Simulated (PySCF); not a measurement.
Vertical excitations of a molecule C2H5BF2O from TDA-CAM-B3LYP/def2-SVPD run with PySCF, as energy in eV (oscillator strength): 8.68 (0.010), 8.97 (0.001), 9.59 (0.081), 9.61 (0.016), 9.76 (0.004), 9.84 (0.040), 10.05 (0.036), 10.22 (0.081), 10.30 (0.141), 10.41 (0.068). Lowest triplet (TDA): 8.42 eV. Geometry optimised at TPSSh-D3(BJ)/def2-SVP. The values are those of a single conformer.

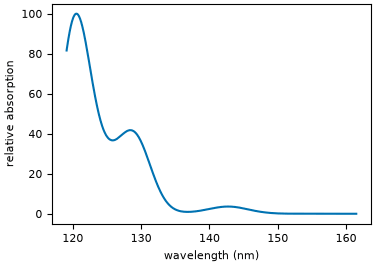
Figure: The lines broadened by 0.4 eV.

Problem. Which structure fits?
A. OCB(F)CF
B. C[C@@H](F)B(O)F
C. COB(F)CF
D. CCOB(F)F

Solution. D, CCOB(F)F
